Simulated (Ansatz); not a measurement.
# Quasiparticle gap of RbSb4F13 (I4/m), part 2 of 2

How far does one-shot GW move the HSE06 gap of RbSb4F13 (I4/m)?

Ansatz 0.2.0; HSE06, then G0W0 on it, plane waves, PAW. Known limits of the many-body steps: finite bands, screening cutoff and k mesh; no spin-orbit coupling in G0W0.

So far. Step 2 (HSE06 levels on the mesh and at listed points): Over mesh and listed points the gap is 6.042 eV, from k = (-0.750, 0.250, 0.250) to k = (-0.293, -0.293, 0.293). The least direct gap found is 6.157 eV, at k = (-0.750, 0.250, 0.250). On the 4×4×4 mesh alone the same run gives 6.061 eV, so that mesh misses an edge of HSE06: 6.061 − 6.042 = +0.019 eV.

In doubt: masses and optical values from hybrid runs of this build are listed as unsure (step 3), which bears on the screening that GW takes from such a start.

### Step 3. One-shot GW

G0W0 replaces the xc potential by a self-energy built once from the orbitals of the start. Levels are corrected in the window of bands that the input names, at points of the mesh.

This step: G0W0 on HSE06, plane waves, PAW; PAW set soft_1.

input.yaml reads:

```yaml
crystal:
  lattice:
    - [-4.8175, 4.8175, 3.2815]
    - [4.8175, -4.8175, 3.2815]
    - [4.8175, 4.8175, -3.2815]
  atoms:
    - { symbol: Rb, position: [0.5, 0.5, 0.0] }
    - { symbol: Sb, position: [0.0063970689, 0.2770921314, 0.2834892002] }
    - { symbol: Sb, position: [0.2770921314, 0.9936029311, 0.2706950625] }
    - { symbol: Sb, position: [0.9936029311, 0.7229078686, 0.7165107998] }
    - { symbol: Sb, position: [0.7229078686, 0.0063970689, 0.7293049375] }
    - { symbol: F, position: [0.0, 0.0, 0.0] }
    - { symbol: F, position: [0.5614796371, 0.8766087358, 0.4380883729] }
    - { symbol: F, position: [0.8766087358, 0.4385203629, 0.3151290987] }
    - { symbol: F, position: [0.4385203629, 0.1233912642, 0.5619116271] }
    - { symbol: F, position: [0.1233912642, 0.5614796371, 0.6848709013] }
    - { symbol: F, position: [0.4300990428, 0.3344864191, 0.3207384218] }
    - { symbol: F, position: [0.3344864191, 0.0137479972, 0.9043873762] }
    - { symbol: F, position: [0.0137479972, 0.109360621, 0.6792615782] }
    - { symbol: F, position: [0.109360621, 0.4300990428, 0.0956126238] }
    - { symbol: F, position: [0.5699009572, 0.6655135809, 0.6792615782] }
    - { symbol: F, position: [0.6655135809, 0.9862520028, 0.0956126238] }
    - { symbol: F, position: [0.9862520028, 0.890639379, 0.3207384218] }
    - { symbol: F, position: [0.890639379, 0.5699009572, 0.9043873762] }
kpoints:
  mp_grid: { grid: [4, 4, 4] }
hamiltonian:
  xc: hse06
  pseudopotentials: { kind: paw, azcp: { folder: soft_1 } }
scf:
  occupations: { method: fixed }
gw:
  n_empty_bands: 1025
  ecut_chi: 130.0
  qp_bands: [v4, c4]
  qp_kpoints: band_edges
  screening: { model: contour_deformation }
```

Run with:

```bash
$ ansatz run input.yaml --threads 2 --pin off --max-ram 92160MiB --backend cuda --events-out ev --progress --plain --runs-dir out --devices 1 --max-vram 13GiB
```

Numbers of over 12 decimals in the logs are rounded to 6 here.

The program printed:

```text
GPUs: using 1 of 1 available (devices: 1).
[...]
GPU FFT provider: cuFFT
GPU libraries: cuBLAS 13.8.2, cuFFT 12.4.0, cuSOLVER 12.3.4
Crystal: 18 atoms, lattice volume = 304.632 Å³
Basis set: ecut = 420 eV, 5959 PW (Γ)
Bands: 98, of which v1, the nominal top of the filled ones, is band 80 counted from 1 (79 counted from 0)
Symmetry: 8 space group operations
[...]
k-points: 14 of 64
[...]
GPU buffer pool allocated for 157464 grid points (all kernels)
[...]
SCF iter   1: F=—  HF=-39728.259867 eV  |F-HF|=—  |Δ(HF+E_count)|=         —  Δρ=9.56e-2  dr2=2.45e1  ethr=1.00e-1  ⟨swp⟩=7.8  Hψ=4488  notcnv=0
[...]
SCF iter   6: F=-39720.325036 eV  HF=-39720.324997 eV  |F-HF|=3.92e-5  |Δ(HF+E_count)|=   7.53e-3  Δρ=6.07e-4  dr2=6.36e-4  ethr=3.16e-5  ⟨swp⟩=3.1  Hψ=3215  notcnv=0
SCF 1 stopped early in 6 iterations: F = -39720.325036 eV  dr2 = 6.36e-4
[...]
GPU FFT provider: cuFFT
GPU libraries: cuBLAS 13.8.2, cuFFT 12.4.0, cuSOLVER 12.3.4
[...]
GPU buffer pool allocated for 157464 grid points (all kernels)
[...]
Frozen-core exchange: fock
SCF iter   1: F=—  HF=-39736.211947 eV  |F-HF|=—  |Δ(HF+E_count)|=         —  Δρ=9.97e-3  dr2=3.99e-1  ethr=3.97e-6  ⟨swp⟩=6.9  Hψ=6614  notcnv=0
[...]
SCF iter   7: F=-39736.139904 eV  HF=-39736.139907 eV  |F-HF|=3.02e-6  |Δ(HF+E_count)|=   2.70e-5  Δρ=4.69e-5  dr2=2.32e-5  ethr=5.80e-8  ⟨swp⟩=3.0  Hψ=3316  notcnv=0
SCF 2 stopped early in 7 iterations: F = -39736.139904 eV  dr2 = 2.32e-5
hybrid outer 1: dexx = +5.842e-2 eV, tail = 2.55e-4 eV
GPU FFT provider: cuFFT
GPU libraries: cuBLAS 13.8.2, cuFFT 12.4.0, cuSOLVER 12.3.4
GPU buffer pool allocated for 157464 grid points (all kernels)
[...]
Frozen-core exchange: fock
SCF iter   1: F=—  HF=-39736.140210 eV  |F-HF|=—  |Δ(HF+E_count)|=         —  Δρ=6.50e-5  dr2=8.31e-6  ethr=7.96e-7  ⟨swp⟩=3.2  Hψ=3073  notcnv=0
[...]
SCF iter   4: F=-39736.140214 eV  HF=-39736.140214 eV  |F-HF|=1.40e-9  |Δ(HF+E_count)|=   6.27e-8  Δρ=5.46e-6  dr2=3.67e-8  ethr=1.32e-11  ⟨swp⟩=3.3  Hψ=6838  notcnv=0
SCF 3 converged in 4 iterations: F = -39736.140214 eV  dr2 = 3.67e-8
[...]
NSCF: frozen V_eff on 14 k-points
Exchange-term sweep: 0 of 14 (spin, k) points
Exchange-term sweep: 1 of 14 (spin, k) points
Exchange-term sweep: 2 of 14 (spin, k) points
Exchange-term sweep: 3 of 14 (spin, k) points
Exchange-term sweep: 4 of 14 (spin, k) points
Exchange-term sweep: 5 of 14 (spin, k) points
Exchange-term sweep: 6 of 14 (spin, k) points
Exchange-term sweep: 7 of 14 (spin, k) points
Exchange-term sweep: 8 of 14 (spin, k) points
Exchange-term sweep: 9 of 14 (spin, k) points
Exchange-term sweep: 10 of 14 (spin, k) points
Exchange-term sweep: 11 of 14 (spin, k) points
Exchange-term sweep: 12 of 14 (spin, k) points
Exchange-term sweep: 13 of 14 (spin, k) points
Exchange-term sweep: 14 of 14 (spin, k) points
G₀W₀ screening: q 1/14
[... further progress lines ...]
[...]
Free energy (F): -39736.140214 eV
Frozen-core exchange: fock
[...]
Internal energy: -39736.140214 eV  (E = F + TS)
E sigma→0 (E₀):  -39736.140214 eV
Fermi energy:    1.906022 eV
[...]
--- Band table (eV; the first three rows and the last of 14) ---
  k-point 0: bands = [... 76 lower, 0.7106, 1.6026, 1.8266, 1.8266, 8.2879, 8.9622, 8.9622, 8.9757, ... 5 higher]
  k-point 1: bands = [... 76 lower, 0.7294, 1.6284, 1.7089, 1.8621, 8.3555, 8.6490, 8.8520, 9.1617, ... 5 higher]
  k-point 2: bands = [... 76 lower, 1.1469, 1.4593, 1.6674, 1.8870, 8.5305, 8.5948, 8.7465, 8.7834, ... 5 higher]
  k-point 13: bands = [... 76 lower, 1.4444, 1.7074, 1.7074, 1.7600, 8.2258, 8.2264, 8.2462, 9.2690, ... 5 higher]
  guard bands above this table: 9 of the run's 98 bands. The solve was not asked for them (output.publish_guard_bands: true or output.eigenvalues: true publishes all)
--- G₀W₀: contour deformation, 6 samples at zero and on the imaginary axis and 2 off it, 64 q-points, 1025 empty bands' worth ---
  eigenvalues of the whole cell's RPA ε∞ on this k-mesh (on a slab, of 1 + 4πα/V) = 2.1342, 2.2762, 2.2762; static W/v taken at q = 0 is 0.449890
  gw.qp_kpoints: band_edges: 14 of 14 stored k-points solved, in 1 pass; an edge of the gap read off the rows below is read off those points alone
    ik  band        ε_KS         Σx   Σc(E_QP)       V_xc       Z   E_QP_lin       E_QP  E_QP is
     0    77      0.7106   -31.7815     5.6351   -25.5997  0.7724     0.1599     0.1638  root
     0    78      1.6026   -23.9633     2.2606   -20.6902  0.8304     0.5826     0.5902  root
     0    79      1.8266   -24.3109     2.3206   -21.0400  0.8288     0.8699     0.8764  root
     0    80      1.8266   -24.3109     2.3206   -21.0400  0.8288     0.8699     0.8764  root
     0    81      8.2879   -11.3733    -2.7706   -15.2965  0.8547     9.4487     9.4405  root
     0    82      8.9622    -9.4309    -3.0981   -13.6433  0.8573    10.0850    10.0765  root
     0    83      8.9622    -9.4309    -3.0981   -13.6433  0.8573    10.0850    10.0765  root
     0    84      8.9757    -8.7994    -3.2667   -13.1570  0.8590    10.0750    10.0667  root
     1    77      0.7294   -25.7464     3.2478   -21.6000  0.8129    -0.1769    -0.1692  root
     1    78      1.6284   -24.0431     2.2997   -20.7492  0.8293     0.6269     0.6342  root
     1    79      1.7089   -24.5577     2.4448   -21.1753  0.8269     0.7646     0.7712  root
     1    80      1.8621   -24.5063     2.3401   -21.2177  0.8292     0.9071     0.9136  root
     1    81      8.3555   -10.9837    -2.8432   -14.9602  0.8559     9.4967     9.4888  root
     1    82      8.6490    -9.0168    -3.1260   -13.2165  0.8601     9.7303     9.7227  root
     1    83      8.8520   -10.0816    -2.9368   -14.1563  0.8550     9.9987     9.9899  root
     1    84      9.1617    -9.9121    -3.2073   -14.2372  0.8556    10.2881    10.2794  root
     2    77      1.1469   -23.9801     2.4353   -20.5357  0.8273     0.1297     0.1378  root
     2    78      1.4593   -25.6345     2.9327   -21.8339  0.8187     0.5852     0.5914  root
     2    79      1.6674   -24.2074     2.3428   -20.8914  0.8285     0.6872     0.6943  root
     2    80      1.8870   -24.6050     2.3378   -21.3139  0.8298     0.9272     0.9337  root
     2    81      8.5305    -9.0056    -3.1036   -13.1738  0.8606     9.6024     9.5951  root
     2    82      8.5948   -10.3904    -3.0457   -14.5642  0.8575     9.7310     9.7229  root
     2    83      8.7465   -10.3780    -2.9267   -14.3963  0.8554     9.8458     9.8381  root
     2    84      8.7834   -10.4002    -2.8576   -14.4070  0.8539     9.9416     9.9326  root
     3    77      0.7945   -27.9177     4.0791   -23.0658  0.7987     0.0153     0.0217  root
     3    78      1.6352   -24.2948     2.3625   -20.9530  0.8286     0.6488     0.6560  root
     3    79      1.8075   -24.3466     2.3333   -21.0644  0.8286     0.8520     0.8586  root
     3    80      1.8191   -24.5313     2.3735   -21.2142  0.8283     0.8691     0.8756  root
     3    81      8.2170   -10.3972    -2.8453   -14.3344  0.8583     9.3161     9.3088  root
     3    82      8.5233    -9.4514    -3.0124   -13.5350  0.8600     9.6018     9.5945  root
     3    83      8.8478    -9.4081    -3.0693   -13.5721  0.8587     9.9504     9.9424  root
     3    84      8.9580    -9.8898    -3.0778   -14.0898  0.8559    10.0889    10.0803  root
     4    77      1.1129   -24.7023     2.6931   -21.0477  0.8229     0.1437     0.1514  root
     4    78      1.5691   -24.8287     2.5994   -21.3028  0.8242     0.6360     0.6427  root
     4    79      1.6831   -24.4811     2.4141   -21.1151  0.8275     0.7244     0.7312  root
     4    80      1.8824   -24.6352     2.3554   -21.3335  0.8292     0.9296     0.9360  root
     4    81      8.2597    -9.0459    -2.9945   -13.0692  0.8629     9.2950     9.2885  root
     4    82      8.4172   -10.3584    -2.9152   -14.3716  0.8576     9.5227     9.5152  root
     4    83      8.7456    -9.9342    -2.9366   -13.9800  0.8567     9.8629     9.8547  root
     4    84      8.8285   -10.0671    -3.0677   -14.2469  0.8564     9.9488     9.9406  root
[...]
12    81      8.3277    -9.6739    -2.9160   -13.6709  0.8590     9.4161     9.4087  root
    12    82      8.3962   -10.2229    -3.0100   -14.3284  0.8593     9.4991     9.4917  root
    12    83      8.4601    -9.4101    -3.0033   -13.4273  0.8607     9.4803     9.4739  root
    12    84      9.0743    -9.8911    -3.0553   -14.0974  0.8545    10.2346    10.2253  root
    13    77      1.4444   -24.8398     2.5544   -21.3312  0.8259     0.4833     0.4903  root
    13    78      1.7074   -24.5985     2.4928   -21.1851  0.8253     0.7804     0.7869  root
    13    79      1.7074   -24.5985     2.4928   -21.1851  0.8253     0.7804     0.7869  root
    13    80      1.7600   -25.5873     2.6622   -22.0257  0.8254     0.8545     0.8606  root
    13    81      8.2258   -10.0011    -2.9941   -14.0612  0.8612     9.2985     9.2918  root
    13    82      8.2264    -9.8701    -2.8558   -13.8089  0.8587     9.3168     9.3094  root
    13    83      8.2462    -8.8850    -3.0306   -12.8828  0.8638     9.2191     9.2134  root
    13    84      9.2690    -9.8734    -3.1273   -14.1703  0.8537    10.4486    10.4387  root
```

It took 9.3 min on 1 × NVIDIA H100 80GB HBM3 (shared by 6 runs) with 2 threads of AMD EPYC 7R13 (Zen 3), shared host; peak memory 6.7 GiB.

This step gave:

```
bands summed                                    : 1105
RPA ε∞ on this mesh (eigenvalues)               : 2.134, 2.276, 2.276
plane waves in the screening matrix             : 999
q-points in the mesh                            : 64
G0W0 gap over the corrected points              : 8.056 eV
k of the valence top                            : 0.25, 0.25, 0.25
k of the conduction bottom                      : 0.25, 0.25, -0.25
starting gap on the mesh                        : 6.061 eV
Z at the valence top                            : 0.8300
Z at the conduction bottom                      : 0.8613
least direct G0W0 gap over the corrected points : 8.094 eV
```

Over all 14 irreducible mesh points the G0W0 gap is 8.056 eV, from k = (0.250, 0.250, 0.250) to k = (0.250, 0.250, -0.250). The HSE06 gap of this run on the mesh is 6.061 eV. The two states that bound the G0W0 gap lie that far apart at the start, so the correction of the gap is 8.056 − 6.061 = +1.995 eV.

Labels follow the order of the start: v1 is the top filled band, c1 the lowest empty one; levels that stay degenerate share a row, the window can cut a multiplet, doubted levels are not marked in this list, bands outside the window were not corrected, and the list may be a part of the corrected levels. Levels before and after the correction, in eV, zero at the valence-band top of each column:

```csv
,conduction bottom,valence top
HSE06,6.06,0.00
G0W0,8.06,0.00
```

```csv
,level,occupation,energy (eV)
HSE06,(0.25 0.25 0.25) v3-v2,2,-0.321
HSE06,(0.25 0.25 0.25) v1,2,0.000
HSE06,(0.25 0.25 0.25) c1,0,6.157
HSE06,(0.25 0.25 0.25) c2-c3,0,6.666
HSE06,(0.25 0.25 -0.25) v3,2,-0.189
HSE06,(0.25 0.25 -0.25) v2-v1,2,-0.113
HSE06,(0.25 0.25 -0.25) c1,0,6.061
HSE06,(0.25 0.25 -0.25) c2,0,6.651
HSE06,(0.25 0.25 -0.25) c3,0,6.816
G0W0,(0.25 0.25 0.25) v3-v2,2,-0.294
G0W0,(0.25 0.25 0.25) v1,2,0.000
G0W0,(0.25 0.25 0.25) c1,0,8.094
G0W0,(0.25 0.25 0.25) c2-c3,0,8.693
G0W0,(0.25 0.25 -0.25) v3,2,-0.183
G0W0,(0.25 0.25 -0.25) v2-v1,2,-0.099
G0W0,(0.25 0.25 -0.25) c1,0,8.056
G0W0,(0.25 0.25 -0.25) c2,0,8.657
G0W0,(0.25 0.25 -0.25) c3,0,8.894
```

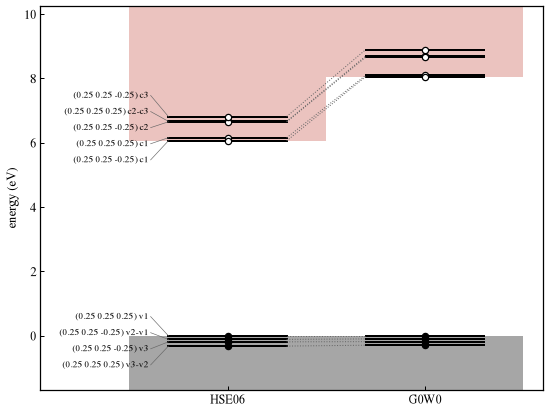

Levels before and after the correction. Shaded: valence and conduction bands. Filled marks are occupied levels, open marks empty ones.

The parts of the quasiparticle energy for the two states that bound the G0W0 gap, in eV on the run's own scale (QP = start + Σx + Σc − Vxc, with Σc at the quasiparticle energy):

```csv
edge,k,band,start,Σx,Σc,Vxc,Z,QP
valence top,"(0.250, 0.250, 0.250)",80,1.906,−24.594,2.318,−21.323,0.830,0.953
conduction bottom,"(0.250, 0.250, -0.250)",81,7.967,−9.845,−2.813,−13.700,0.861,9.009
```

For a hybrid start, Vxc holds its share of exact exchange.

### Step 4. The runs together

Each gap is the least one over the points named; times are wall times on shared hosts, not benchmarks. A G0W0 time includes the run's own self-consistent start. Runs with listed points see these and the mesh alone, so an edge that moves elsewhere is missed. Symmetry makes (-0.750, 0.250, 0.250) and (0.250, 0.250, 0.250) one point.

```csv
level,mesh,"files, cutoff","bands summed, screening",points,gap (eV),valence top,conduction bottom,least direct gap (eV),time
HSE06,4×4×4,"soft_1 PAW, 420 eV",-,mesh and listed points,6.042,"(-0.750, 0.250, 0.250)","(-0.293, -0.293, 0.293)",6.157,2.4 min
G0W0@HSE06,4×4×4,"soft_1 PAW, 420 eV","1105, 130 eV",all 14 irreducible mesh points,8.056,"(0.250, 0.250, 0.250)","(0.250, 0.250, -0.250)",8.094,9.3 min
```

### Step 5. What came out

| Item | Value |
| --- | --- |
| HSE06 gap over mesh and listed points | 6.042 eV, from k = (-0.750, 0.250, 0.250) to k = (-0.293, -0.293, 0.293) |
| G0W0@HSE06 gap over all 14 irreducible mesh points | 8.056 eV, from k = (0.250, 0.250, 0.250) to k = (0.250, 0.250, -0.250) |
| GW settings | 4×4×4 mesh, 1025 empty bands, screening to 130 eV, PAW set soft_1 files |
| known limits | finite bands, screening cutoff and k mesh; no spin-orbit coupling in G0W0 |

**Reading.** Over all 14 irreducible mesh points the G0W0 gap is 8.056 eV, from k = (0.250, 0.250, 0.250) to k = (0.250, 0.250, -0.250). The HSE06 gap of this run on the mesh is 6.061 eV. The two states that bound the G0W0 gap lie that far apart at the start, so the correction of the gap is 8.056 − 6.061 = +1.995 eV. The valence state moves by 0.953 − 1.906 = −0.953 eV and the conduction state by 9.009 − 7.967 = +1.042 eV, on the run's own scale; how far single levels stand from their limit in bands is not shown. Over mesh and listed points, HSE06 puts the conduction bottom at k = (-0.293, -0.293, 0.293), where no G0W0 correction was computed. The G0W0 gap over the whole zone is therefore not known from this run; at its settings it can only be equal to or under the 8.056 eV found, and no correction is carried over from another point. For the start itself the gap is 6.042 eV over mesh and listed points and 6.061 eV on the mesh of the G0W0 run. No second run with other bands and screening cutoff is shown, so the distance to the basis limit is not known. On another start, G0W0@PBE runs of this series (4×4×4 mesh, soft_1 PAW; not shown as steps) give 7.470 eV with 248 bands and 39 eV, 7.298 eV with 556 bands and 78 eV and 7.321 eV with 1105 bands and 130 eV. G0W0 on other starts in this series, not shown as steps and not all at these settings: 7.321 eV on PBE (4×4×4, soft_1 PAW, 1105 bands, 130 eV). Two runs of this series at another level, not shown as steps, test spin-orbit coupling. PBE+SOC against PBE: 4.697 − 4.737 = −0.040 eV, with the same mesh, set of files (read in its fully relativistic form for the spin-orbit run) and cutoff, and both edges at the same k points. The spin-orbit run sees mesh and listed points alone, so its gap is an upper bound: the coupling can move an edge off these points, and the change over the zone, its sign included where it is small, is not known. What spin-orbit coupling does to the G0W0 levels was not computed, so no sum with the G0W0 gap is formed. The G0W0 runs are scalar-relativistic. No pair of G0W0 runs that differ in the mesh alone is shown (4×4×4 is a supercell whose nearest images lie 26 Å apart), so the error from the mesh is not known here. G0W0 is shown with one set of atomic data (soft_1 PAW), so the error from the files is not known here.

[Paths, hosts, dates, memory and timing lines, banners, echoed tables and standing remarks are left out of the program output.]

[Logs are printed without paths, hosts, clocks, repeated set-up lines and the standing remarks that a program may print on its own settings, such as how far it seeks lower states.]

[Runs of the session that timed out or met a known fault of the program may be left out.]

[Cells called generated may have been cut or substituted from an entry of the Crystallography Open Database or the Materials Project.]

[Hosts, paths, dates, database ids (printed as entryN), source tags and the programs' standing remarks are cut or masked in the printed files.]

[Where an RPA ε∞ is given, it is that of the G0W0 mesh and is not shown converged in it. Names of k-points follow the symmetry that the program found, which can be lower than the space group named. Band edges on a path are those of the sampled points; other points can move an edge, and change direct to indirect where valleys lie close.]

[Hybrid gaps are those of their k-mesh and are not shown converged in it.]
